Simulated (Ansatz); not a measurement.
# C6H19N4Ta: inputs that go wrong

5 inputs were typed for C6H19N4Ta. Each is run as it stands; the log then has to tell whether the result can be used.

The runs use Ansatz 0.2.0, Gaussian basis; the settings change from run to run.

## 1. The geometry

The structure was relaxed beforehand with PBE0-D4 in a triple-zeta def2 set. Ta takes a core potential in def2 sets; no spin-orbit term is included.

SMILES `C[N](C)[Ta](=[NH])([N](C)C)[N](C)C`, 30 atoms, charge 0, spin multiplicity 1.

Atoms are counted from 1 here; the program's logs count them from 0.

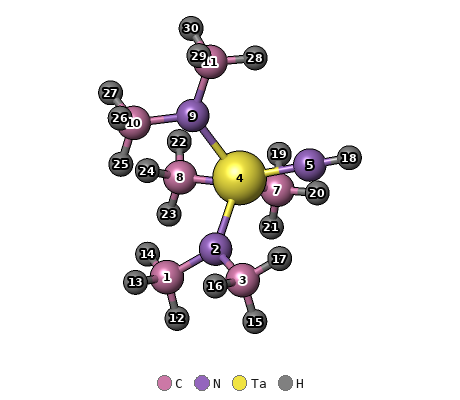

The geometry (carbon pink, nitrogen purple, tantalum yellow, hydrogen grey); atoms are numbered from 1 in the order of the file.

## 2. Input 1

in.yaml

```yaml
crystal:
  periodic: [false, false, false]
  atoms:
    - {symbol: C, position_ang: [-2.360892, -0.680518, -0.090649]}
    - {symbol: N, position_ang: [-1.535381, -0.015122, -0.981431]}
    - {symbol: C, position_ang: [-2.175569, 0.256955, -2.178067]}
    - {symbol: Ta, position_ang: [0.237132, 0.494202, -0.438109]}
    - {symbol: N, position_ang: [0.819115, 1.695023, -1.501323]}
    - {symbol: N, position_ang: [0.196830, 1.206514, 1.347267]}
    - {symbol: C, position_ang: [0.297981, 2.529028, 1.743008]}
    - {symbol: C, position_ang: [0.128028, 0.344839, 2.429171]}
    - {symbol: N, position_ang: [1.409684, -1.027745, -0.511878]}
    - {symbol: C, position_ang: [0.971173, -2.255456, -0.044811]}
    - {symbol: C, position_ang: [2.680192, -1.103542, -1.055893]}
    - {symbol: H, position_ang: [-3.234475, -0.125262, 0.117888]}
    - {symbol: H, position_ang: [-2.663375, -1.620992, -0.464116]}
    - {symbol: H, position_ang: [-1.881444, -0.847576, 0.830531]}
    - {symbol: H, position_ang: [-3.043042, 0.840115, -2.025711]}
    - {symbol: H, position_ang: [-2.477780, -0.631642, -2.662159]}
    - {symbol: H, position_ang: [-1.538115, 0.780291, -2.821110]}
    - {symbol: H, position_ang: [1.148230, 2.374393, -2.102046]}
    - {symbol: H, position_ang: [1.148381, 2.684355, 2.350033]}
    - {symbol: H, position_ang: [0.373386, 3.154101, 0.907934]}
    - {symbol: H, position_ang: [-0.545225, 2.827026, 2.304692]}
    - {symbol: H, position_ang: [0.972022, 0.441293, 3.056314]}
    - {symbol: H, position_ang: [-0.729071, 0.524552, 3.019560]}
    - {symbol: H, position_ang: [0.092796, -0.660398, 2.121681]}
    - {symbol: H, position_ang: [-0.010081, -2.199121, 0.329675]}
    - {symbol: H, position_ang: [0.962654, -2.981710, -0.811243]}
    - {symbol: H, position_ang: [1.585248, -2.620995, 0.732855]}
    - {symbol: H, position_ang: [2.975467, -0.169671, -1.422522]}
    - {symbol: H, position_ang: [2.716633, -1.797583, -1.851360]}
    - {symbol: H, position_ang: [3.387527, -1.415739, -0.336531]}
basis:
  gaussian: {orbitals: ANO-RCC-VTZP, fitting: {mean_field: cc-pVTZ-jkfit}}
magnetization: {spin_polarized: false, initial_magnetization: 2}
hamiltonian: {xc: {name: r2SCAN}, dispersion: d3bjatm, pseudopotentials: {relativity: scalar}}
```

On the command line:

```console
$ ansatz run in.yaml --threads 11 --pin off --events-out ev --progress --plain --max-ram 110592MiB --backend cuda --devices 0, --max-vram 75GiB
```

Standard output:

```text
Functional definition: r2SCAN
  name "r2SCAN"
  cite "Furness, Kaplan, Ning, Perdew & Sun, J. Phys. Chem. Lett. 11, 8208 (2020) doi:10.1021/acs.jpclett.0c02405"
  cite "Furness, Kaplan, Ning, Perdew & Sun, J. Phys. Chem. Lett. 11, 9248 (2020) doi:10.1021/acs.jpclett.0c03077"
  parent r2scan
  parameter k0 = 0.174
  parameter k1 = 0.065
  parameter a1 = 4.9479
  exchange = r2scan_x(k0 = k0, k1 = k1, a1 = a1)
  correlation = r2scan_c
Error: <dir> the basis set cc-pVTZ-JKFIT has no functions for Ta
```

Run time: 1.3 s. Hardware: 1 × H100 with 11 threads of AMD EPYC 7R13, shared host; peak host memory 0.76 GiB.

**Diagnosis.** Refused before any calculation. The fitting set named has no entry for an element of this molecule. Cure: leave the fitting key out, or name a set that covers all elements and suits the basis. The input also asks for charge 0 and multiplicity 3, not those of the species named; set them back first. Its coordinates are also moved off the relaxed structure.

## 3. Input 2

in.yaml

```yaml
crystal:
  periodic: [false, false, false]
  atoms:
    - {symbol: C, position_ang: [-2.471409, -0.729062, -0.104321]}
    - {symbol: N, position_ang: [-1.575054, -0.037507, -1.056969]}
    - {symbol: C, position_ang: [-2.303731, 0.288850, -2.244087]}
    - {symbol: Ta, position_ang: [0.298165, 0.486749, -0.431412]}
    - {symbol: N, position_ang: [0.839030, 1.731375, -1.569078]}
    - {symbol: N, position_ang: [0.209458, 1.288206, 1.403494]}
    - {symbol: C, position_ang: [0.329432, 2.664739, 1.782800]}
    - {symbol: C, position_ang: [0.162855, 0.355792, 2.521672]}
    - {symbol: N, position_ang: [1.431469, -1.084080, -0.513370]}
    - {symbol: C, position_ang: [1.015293, -2.361157, 0.009752]}
    - {symbol: C, position_ang: [2.790843, -1.190219, -1.107039]}
    - {symbol: H, position_ang: [-3.381416, -0.169349, 0.129907]}
    - {symbol: H, position_ang: [-2.749446, -1.686117, -0.444066]}
    - {symbol: H, position_ang: [-1.943357, -0.929706, 0.876842]}
    - {symbol: H, position_ang: [-3.176464, 0.882239, -2.150904]}
    - {symbol: H, position_ang: [-2.632675, -0.663164, -2.782578]}
    - {symbol: H, position_ang: [-1.626779, 0.800489, -2.936270]}
    - {symbol: H, position_ang: [1.189807, 2.493116, -2.213502]}
    - {symbol: H, position_ang: [1.186854, 2.824798, 2.449731]}
    - {symbol: H, position_ang: [0.371799, 3.222200, 0.960076]}
    - {symbol: H, position_ang: [-0.550491, 2.935653, 2.385418]}
    - {symbol: H, position_ang: [1.070197, 0.458598, 3.174203]}
    - {symbol: H, position_ang: [-0.778632, 0.573336, 3.116664]}
    - {symbol: H, position_ang: [0.117238, -0.669289, 2.175914]}
    - {symbol: H, position_ang: [-0.058230, -2.275652, 0.391208]}
    - {symbol: H, position_ang: [0.996003, -3.183541, -0.846944]}
    - {symbol: H, position_ang: [1.624521, -2.719172, 0.716034]}
    - {symbol: H, position_ang: [3.095491, -0.171307, -1.503253]}
    - {symbol: H, position_ang: [2.820243, -1.836837, -1.952408]}
    - {symbol: H, position_ang: [3.548390, -1.472513, -0.368698]}
basis:
  gaussian: {orbitals: def2-SVPD, fitting: {mean_field: cc-pVTZ-jkfit}, final_grid: {core_spheres: 8, valence_spheres: 7, degree: 23}}
hamiltonian: {xc: {name: HSE06}}
scf: {lower_state_search: off}
output: {forces: true}
```

The command is unchanged.

Standard output:

```text
Functional definition: HSE06
  name "HSE06"
  cite "Heyd, Scuseria & Ernzerhof, J. Chem. Phys. 118, 8207 (2003) doi:10.1063/1.1564060"
  cite "Krukau, Vydrov, Izmaylov & Scuseria, J. Chem. Phys. 125, 224106 (2006) doi:10.1063/1.2404663"
  cite "Heyd & Scuseria, J. Chem. Phys. 120, 7274 (2004) doi:10.1063/1.1668634"
  cite "Ernzerhof & Perdew, J. Chem. Phys. 109, 3313 (1998) doi:10.1063/1.476928"
  cite "Perdew, Burke & Ernzerhof, Phys. Rev. Lett. 77, 3865 (1996) doi:10.1103/PhysRevLett.77.3865"
  parent pbe
  parameter a = 0.25
  parameter omega = 0.11/bohr
  # The whole range is PBE's own exchange, as in plane waves. The composition of these papers is wPBEh.
  exchange = pbe_x - a*pbe_x_sr(omega) + a*exact_x_sr(omega)
  correlation = pbe_c
these checks for a lower state are left out or cut short: stability, starts, cluster_reference, orbital_swaps, neighbouring_geometries, increment
Error: <dir> the basis set cc-pVTZ-JKFIT has no functions for Ta
```

Wall time 1.1 s (1 × H100 with 11 threads of AMD EPYC 7R13, shared host); peak host memory 0.75 GiB.

Diagnosis: The program refused the input. The fitting set named has no entry for an element of this molecule. Cure: leave the fitting key out, or name a set that covers all elements and suits the basis. Its coordinates are also moved off the relaxed structure.

## 4. Input 3

in.yaml

```yaml
crystal:
  periodic: [false, false, false]
  atoms:
    - {symbol: C, position_ang: [-2.459262, -0.708873, -0.094426]}
    - {symbol: N, position_ang: [-1.599355, -0.015752, -1.022324]}
    - {symbol: C, position_ang: [-2.266217, 0.267662, -2.268820]}
    - {symbol: Ta, position_ang: [0.247012, 0.514794, -0.456364]}
    - {symbol: N, position_ang: [0.853245, 1.765649, -1.563878]}
    - {symbol: N, position_ang: [0.205032, 1.256785, 1.403403]}
    - {symbol: C, position_ang: [0.310396, 2.634404, 1.815633]}
    - {symbol: C, position_ang: [0.133362, 0.359208, 2.530386]}
    - {symbol: N, position_ang: [1.468421, -1.070568, -0.533207]}
    - {symbol: C, position_ang: [1.011638, -2.349434, -0.046678]}
    - {symbol: C, position_ang: [2.791867, -1.149523, -1.099888]}
    - {symbol: H, position_ang: [-3.369245, -0.130481, 0.122800]}
    - {symbol: H, position_ang: [-2.774349, -1.688533, -0.483454]}
    - {symbol: H, position_ang: [-1.959837, -0.882891, 0.865137]}
    - {symbol: H, position_ang: [-3.169836, 0.875120, -2.110115]}
    - {symbol: H, position_ang: [-2.581021, -0.657960, -2.773083]}
    - {symbol: H, position_ang: [-1.602204, 0.812803, -2.938656]}
    - {symbol: H, position_ang: [1.196073, 2.473326, -2.189631]}
    - {symbol: H, position_ang: [1.196230, 2.796204, 2.447951]}
    - {symbol: H, position_ang: [0.388944, 3.285522, 0.945765]}
    - {symbol: h, position_ang: [-0.567942, 2.944819, 2.400721]}
    - {symbol: H, position_ang: [1.012523, 0.459680, 3.183661]}
    - {symbol: H, position_ang: [-0.759449, 0.546408, 3.145375]}
    - {symbol: H, position_ang: [0.096662, -0.687914, 2.210084]}
    - {symbol: H, position_ang: [-0.010501, -2.290751, 0.343411]}
    - {symbol: H, position_ang: [1.002765, -3.105948, -0.845045]}
    - {symbol: H, position_ang: [1.651300, -2.730203, 0.763390]}
    - {symbol: H, position_ang: [3.099445, -0.176741, -1.481793]}
    - {symbol: H, position_ang: [2.829826, -1.872482, -1.928501]}
    - {symbol: H, position_ang: [3.528674, -1.474728, -0.350553]}
basis:
  gaussian: {orbitals: def2-SVP, fitting: {mean_field: def2-universal-jkfit}}
total_charge: 1
magnetization: {spin_polarized: true, initial_magnetization: 1}
hamiltonian: {xc: {name: r2SCAN0}, dispersion: d3bj}
```

On the command line:

```console
$ ansatz run in.yaml --threads 11 --pin off --events-out ev --progress --plain --max-ram 110592MiB --backend cpu
```

Standard output:

```text
Error: YAML parse error: error: line 24 column 16: `h` is not an element symbol (H … Og, case-exact)
  --> <input>:24:16
   |
22 |     - {symbol: H, position_ang: [1.196230, 2.796204, 2.447951]}
23 |     - {symbol: H, position_ang: [0.388944, 3.285522, 0.945765]}
24 |     - {symbol: h, position_ang: [-0.567942, 2.944819, 2.400721]}
   |                ^ `h` is not an element symbol (H … Og, case-exact)
25 |     - {symbol: H, position_ang: [1.012523, 0.459680, 3.183661]}
26 |     - {symbol: H, position_ang: [-0.759449, 0.546408, 3.145375]}
   |
```

It took 0.05 s on 11 threads of AMD EPYC 7R13, shared host.

**Diagnosis.** The program refused the input. An element symbol is wrong. It also asks for charge 1 and multiplicity 2, another species or state than the molecule above. Cure: correct the symbol, and set charge and spin to those of the species named.

## 5. Input 4

in.yaml

```yaml
crystal:
  periodic: [false, false, false]
  atoms:
    - {symbol: C, position_ang: [-2.368976, -0.735371, -0.002617]}
    - {symbol: N, position_ang: [-1.645251, -0.046462, -0.988787]}
    - {symbol: C, position_ang: [-2.195100, 0.508265, -2.268069]}
    - {symbol: Ta, position_ang: [0.223914, 0.409490, -0.510642]}
    - {symbol: N, position_ang: [0.866406, 1.786584, -1.726437]}
    - {symbol: N, position_ang: [0.191904, 1.309444, 1.535722]}
    - {symbol: C, position_ang: [0.333531, 2.604509, 1.667135]}
    - {symbol: C, position_ang: [0.230023, 0.221743, 2.494822]}
    - {symbol: N, position_ang: [1.308095, -1.187020, -0.530187]}
    - {symbol: C, position_ang: [1.069205, -2.364029, -0.206723]}
    - {symbol: C, position_ang: [2.621669, -1.064874, -1.002226]}
    - {symbol: H, position_ang: [-3.510945, -0.137771, 0.247233]}
    - {symbol: H, position_ang: [-2.744833, -1.876069, -0.565743]}
    - {symbol: H, position_ang: [-1.740193, -0.781572, 0.898937]}
    - {symbol: H, position_ang: [-3.295886, 0.857841, -1.895598]}
    - {symbol: H, position_ang: [-2.662060, -0.576590, -2.617396]}
    - {symbol: H, position_ang: [-1.463461, 0.977022, -2.967092]}
    - {symbol: H, position_ang: [1.386946, 2.433193, -2.126798]}
    - {symbol: H, position_ang: [1.271340, 2.738935, 2.379270]}
    - {symbol: H, position_ang: [0.325278, 3.388225, 1.007853]}
    - {symbol: H, position_ang: [-0.581220, 2.928494, 2.430814]}
    - {symbol: H, position_ang: [0.795801, 0.461828, 3.223095]}
    - {symbol: H, position_ang: [-0.612281, 0.530437, 3.144925]}
    - {symbol: H, position_ang: [0.116227, -0.508987, 2.154781]}
    - {symbol: H, position_ang: [0.057854, -2.398524, 0.460706]}
    - {symbol: H, position_ang: [0.930891, -2.965674, -0.905597]}
    - {symbol: H, position_ang: [1.673820, -2.583018, 0.745061]}
    - {symbol: H, position_ang: [3.175913, -0.285382, -1.693782]}
    - {symbol: H, position_ang: [2.731953, -1.795729, -1.784073]}
    - {symbol: H, position_ang: [3.539953, -1.301636, -0.352177]}
basis:
  gaussian: {orbitals: def2-TZVP}
hamiltonian: {xc: {name: r2SCAN0}, dispersion: d3bj}
accuracy: high
relax: {f_tol: 0.001, max_steps: 3}
output: {forces: true}
```

On the command line:

```console
$ ansatz run in.yaml --threads 11 --pin off --events-out ev --progress --plain --max-ram 110592MiB --backend cuda --devices 0, --max-vram 75GiB
```

Standard output:

```text
Warning: the engine holds no damping parameters fitted to this dispersion correction and functional, so the run takes those fitted to r2scan0 beside the three-body term, which d3bj leaves out (hamiltonian.dispersion, under Limitations)
Functional definition: r2SCAN0
  name "r2SCAN0"
  cite "Bursch, Neugebauer, Ehlert & Grimme, J. Chem. Phys. 156, 134105 (2022) doi:10.1063/5.0086040"
  cite "Furness, Kaplan, Ning, Perdew & Sun, J. Phys. Chem. Lett. 11, 8208 (2020) doi:10.1021/acs.jpclett.0c02405"
  cite "Furness, Kaplan, Ning, Perdew & Sun, J. Phys. Chem. Lett. 11, 9248 (2020) doi:10.1021/acs.jpclett.0c03077"
  parent r2scan
  parameter a = 0.25
  parameter k0 = 0.174
  parameter k1 = 0.065
  parameter a1 = 4.9479
  exchange = (1 - a)*r2scan_x(k0 = k0, k1 = k1, a1 = a1) + a*exact_x
  correlation = r2scan_c
9875 factors; integrals over basis functions are off by at most 9.8e-7 eV
mean field evaluation 1: about -13993.6029 eV, gradient 1.3e2 eV
mean field evaluation 2: about -13840.3997 eV, gradient 2.9e2 eV
mean field evaluation 4: about -14025.7027 eV, gradient 4.3e1 eV
mean field evaluation 8: about -14029.6955 eV, gradient 8.1e-1 eV
mean field evaluation 16: about -14030.0296 eV, gradient 5.2e-3 eV
mean field -14030.02963903 eV, -515.5940793387 hartree, gradient 7.8e-8 eV, S^2 0.000000; 0 other end points of the search recorded, 0 dependent functions left out
the calculation of the forces begins
reference -14030.02964025 eV, -515.5940793834 hartree; 48, 48 occupied and 416, 416 virtual orbitals, 9875 factors
relax step   1: F+E_penalty+E_count = -14030.35847060 eV  Δ(F+E_penalty+E_count) = +0.000e0 eV  max|allowed force component| = 2.230e1 eV/Å  Δτ_max = 0.0000 Å  (42 SCF iters, accepted)
these checks for a lower state are left out or cut short: starts, cluster_reference, orbital_swaps, neighbouring_geometries, increment
9911 factors; integrals over basis functions are off by at most 9.8e-7 eV
mean field evaluation 32: about -14039.2253 eV, gradient 1.0e1 eV
mean field -14040.15125938 eV, -515.9660420258 hartree, gradient 9.8e-9 eV, S^2 0.000000; 0 other end points of the search recorded, 0 dependent functions left out
the calculation of the forces begins
reference -14040.15126060 eV, -515.9660420708 hartree; 48, 48 occupied and 416, 416 virtual orbitals, 9911 factors
relax step   2: F+E_penalty+E_count = -14040.48096954 eV  Δ(F+E_penalty+E_count) = -1.012e1 eV  max|allowed force component| = 4.912e0 eV/Å  Δτ_max = 0.1971 Å  (54 SCF iters, accepted)
these checks for a lower state are left out or cut short: starts, cluster_reference, orbital_swaps, neighbouring_geometries, increment
9952 factors; integrals over basis functions are off by at most 9.8e-7 eV
mean field -14041.70943928 eV, -516.0233040810 hartree, gradient 8.7e-8 eV, S^2 0.000000; 0 other end points of the search recorded, 0 dependent functions left out
the calculation of the forces begins
reference -14041.70944051 eV, -516.0233041263 hartree; 48, 48 occupied and 416, 416 virtual orbitals, 9952 factors
relax step   3: F+E_penalty+E_count = -14042.03334914 eV  Δ(F+E_penalty+E_count) = -1.552e0 eV  max|allowed force component| = 1.420e0 eV/Å  Δτ_max = 0.1949 Å  (53 SCF iters, accepted)
Error: geometry relaxation did not converge after 3 steps: max|allowed force component| = 1.42e0 eV/Å (threshold 1.0e-3). Raise `relax.max_steps` over both its present limit and 3, loosen `relax.f_tol`, or start from a geometry closer to equilibrium. Where this run's directory can be resumed (`checkpoint.write`), a resume goes on for up to `relax.max_steps` more
```

Wall time 42 s (1 × H100 with 11 threads of AMD EPYC 7R13, shared host); peak host memory 8 GiB.

Diagnosis: It stopped unconverged. The relaxation is allowed too few steps for its threshold. The start was also shaken off the relaxed geometry, so there is far to go. To mend it, raise relax.max_steps.

## 6. Input 5

in.yaml

```yaml
crystal:
  periodic: [false, false, false]
  atoms:
    - {symbol: C, position_ang: [-2.459262, -0.708873, -0.094426]}
    - {symbol: N, position_ang: [-1.599355, -0.015752, -1.022324]}
    - {symbol: C, position_ang: [-2.266217, 0.267662, -2.268820]}
    - {symbol: Ta, position_ang: [0.247012, 0.514794, -0.456364]}
    - {symbol: N, position_ang: [0.853245, 1.765649, -1.563878]}
    - {symbol: N, position_ang: [0.205032, 1.256785, 1.403403]}
    - {symbol: C, position_ang: [0.310396, 2.634404, 1.815633]}
    - {symbol: C, position_ang: [0.133362, 0.359208, 2.530386]}
    - {symbol: N, position_ang: [1.468421, -1.070568, -0.533207]}
    - {symbol: C, position_ang: [1.011638, -2.349434, -0.046678]}
    - {symbol: C, position_ang: [2.791867, -1.149523, -1.099888]}
    - {symbol: H, position_ang: [-3.369245, -0.130481, 0.122800]}
    - {symbol: H, position_ang: [-2.774349, -1.688533, -0.483454]}
    - {symbol: H, position_ang: [-1.959837, -0.882891, 0.865137]}
    - {symbol: H, position_ang: [-3.169836, 0.875120, -2.110115]}
    - {symbol: H, position_ang: [-2.581021, -0.657960, -2.773083]}
    - {symbol: H, position_ang: [-1.602204, 0.812803, -2.938656]}
    - {symbol: H, position_ang: [1.196073, 2.473326, -2.189631]}
    - {symbol: H, position_ang: [1.196230, 2.796204, 2.447951]}
    - {symbol: H, position_ang: [0.388944, 3.285522, 0.945765]}
    - {symbol: H, position_ang: [-0.567942, 2.944819, 2.400721]}
    - {symbol: H, position_ang: [1.012523, 0.459680, 3.183661]}
    - {symbol: H, position_ang: [-0.759449, 0.546408, 3.145375]}
    - {symbol: H, position_ang: [0.096662, -0.687914, 2.210084]}
    - {symbol: H, position_ang: [-0.010501, -2.290751, 0.343411]}
    - {symbol: H, position_ang: [1.002765, -3.105948, -0.845045]}
    - {symbol: H, position_ang: [1.651300, -2.730203, 0.763390]}
    - {symbol: H, position_ang: [3.099445, -0.176741, -1.481793]}
    - {symbol: H, position_ang: [2.829826, -1.872482, -1.928501]}
    - {symbol: H, position_ang: [3.528674, -1.474728, -0.350553]}
basis:
  gaussian: {orbitals: cc-pVTZ-rifit}
hamiltonian: {xc: {name: RPBE}}
```

On the command line:

```console
$ ansatz run in.yaml --threads 11 --pin off --events-out ev --progress --plain --max-ram 110592MiB --backend cpu
```

Standard output:

```text
Functional definition: RPBE
  name "RPBE"
  cite "Hammer, Hansen & Nørskov, Phys. Rev. B 59, 7413 (1999) doi:10.1103/PhysRevB.59.7413"
  cite "Perdew, Burke & Ernzerhof, Phys. Rev. Lett. 77, 3865 (1996) doi:10.1103/PhysRevLett.77.3865"
  parameter kappa = 0.804
  parameter beta = 0.06672455060314922
  exchange = rpbe_x(kappa = kappa, mu = beta*pi^2/3)
  correlation = pbe_c(beta = beta)
Error: <dir> the basis set cc-pVTZ-RIFIT has no functions for Ta
```

Wall time 0.05 s (11 threads of AMD EPYC 7R13, shared host).

Diagnosis: Refused before any calculation. The basis set is misnamed or doesn't suit the job. Fix: name an orbital basis set that the library holds for every element here.

## 7. Summary

| input | level | ended | cause | time |
| --- | --- | --- | --- | --- |
| 1 | r2SCAN/ANO-RCC-VTZP | refused | the fitting set named has no entry for an element of this molecule | 1.3 s |
| 2 | HSE06/def2-SVPD | refused | the fitting set named has no entry for an element of this molecule | 1.1 s |
| 3 | r2SCAN0/def2-SVP | refused | an element symbol is wrong | 0.05 s |
| 4 | r2SCAN0/def2-TZVP | not converged | the relaxation is allowed too few steps for its threshold | 42 s |
| 5 | RPBE/cc-pVTZ-rifit | refused | the basis set is misnamed or doesn't suit the job | 0.05 s |

**Reading.** 4 refused, 1 not converged. A refusal costs next to no computing time.
